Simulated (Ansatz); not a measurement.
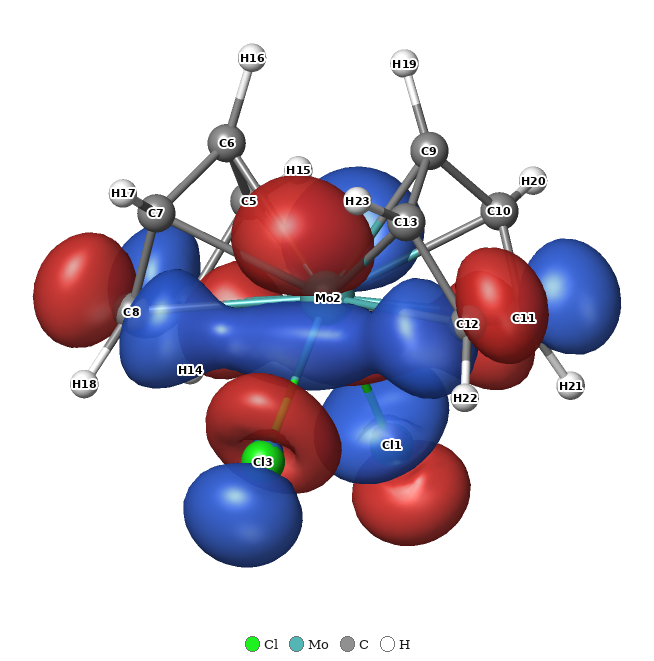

C10H10Cl2Mo. The LUMO at ±0.1 Å⁻³ᐟ² (blue and red are the two phases), seen at a tilt.

Geometry: PBE0-D4/def2-TZVP; core potentials replace the inner electrons of Mo.

All numbers below come from RKS PBE0-D4/def2-TZVPP in Ansatz 0.2.0.

```xyz
23

Cl    0.7077   -0.0707   -2.6908
Mo    0.1782   -0.2404   -0.3114
Cl    1.1659   -2.4589   -0.5818
C    -1.8635   -0.6646   -1.4213
C    -1.9071    0.5657   -0.7188
C    -1.7720    0.2456    0.6661
C    -1.5755   -1.1621    0.8004
C    -1.6633   -1.7061   -0.5056
C     0.6588    1.2597    1.2742
C     1.0994    1.8070    0.0315
C     2.1838    1.0019   -0.3998
C     2.3788   -0.0336    0.5238
C     1.4225    0.0881    1.5625
H    -1.8788   -0.7732   -2.4924
H    -2.0853    1.5375   -1.1496
H    -1.8880    0.9385    1.4802
H    -1.4601   -1.7207    1.7149
H    -1.5012   -2.7387   -0.7643
H    -0.0679    1.7068    1.9284
H     0.7384    2.6995   -0.4530
H     2.7073    1.1078   -1.3346
H     3.0751   -0.8467    0.4080
H     1.3467   -0.5422    2.4335
```

What is the character of this orbital?

Answer. By Hirshfeld shares it lies mainly on Mo2 (about 35 %), Cl1 (about 10 %), Cl3 (about 10 %), C11 (about 5 %), C8 (about 5 %), C12 (about 5 %) and C4 (about 5 %). Its energy is −1.45 eV.
